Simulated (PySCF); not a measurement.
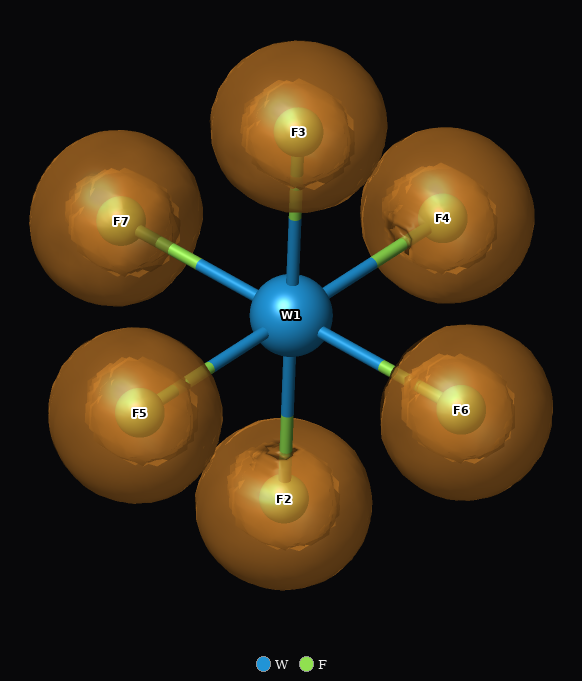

The picture shows: F6W (WF6). Isosurface of the ELF at 0.8 (orange), seen at an oblique angle. Only the valence region is drawn (cores and ρ < 0.01 e/Å³ removed).

Geometry: PBE0-D3(BJ)/def2-SVP; core potentials replace the inner electrons of W.

The calculation used DFT single point, gas phase, functional PBE0 (PySCF).

```yaml
atoms:
  - { symbol: W, position_ang: [0.0009, 0.0017, -0.0078] }
  - { symbol: F, position_ang: [0.0037, -0.0004, 1.8307] }
  - { symbol: F, position_ang: [0.0004, 0.0025, -1.8463] }
  - { symbol: F, position_ang: [1.8393, 0.0009, -0.0087] }
  - { symbol: F, position_ang: [-1.8376, 0.0039, -0.0054] }
  - { symbol: F, position_ang: [0.0013, 1.8403, -0.0071] }
  - { symbol: F, position_ang: [-0.0018, -1.8368, -0.0100] }
```

Describe the localisation domains.

The surface consists of six regions wrapped around F (the valence shell of each).

Values along the shortest contacts:
W–F (1.84 Å): the ELF peaks at about 0.85 in the valence shell of F, 0.5 Å from its nucleus, and drops to about 0.20 between the two atoms.
